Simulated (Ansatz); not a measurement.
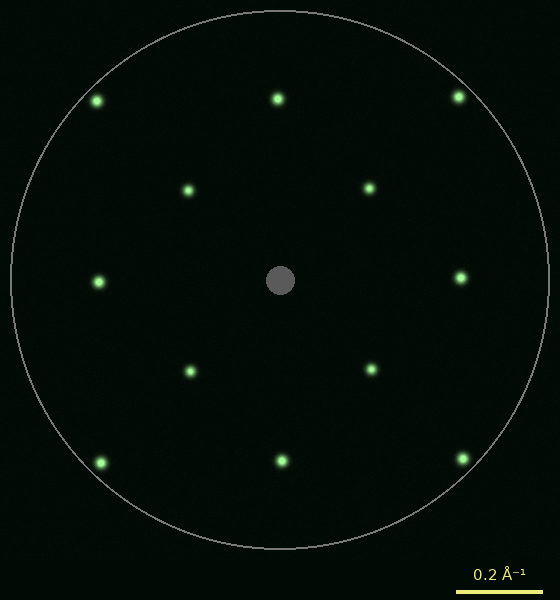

Simulated LEED pattern at 90 eV and normal incidence, from the upper face of a slab model. Spot positions follow from the surface net; brightness is a rough single-scattering estimate from the outer layers, good only for telling present from absent.

### What surface net do the spots show?

The spots form a square reciprocal net with shortest vectors 0.301 and 0.301 Å⁻¹ at 90.0°. The primitive real-space mesh has edges 3.32 and 3.32 Å at 90.0° (or its supplement) and area 11.0 Å².

The slab has composition BiH (2 atoms a cell, 0.0 Å thick). Structure: the end point of a relaxation with Ansatz 0.2.0, DFT PBE, scalar-relativistic, plane waves, PAW; the starting structure was generated, so it need not be a known form of this composition.

```xyz
2
Lattice="3.2931 0.4484 0.0000 -0.4490 3.2930 0.0000 0.0000 0.0000 23.8000" Properties=species:S:1:pos:R:3 pbc="T T T"
Bi    0.0000    0.0000    7.0000
H     1.4220    1.8707    7.0000
```
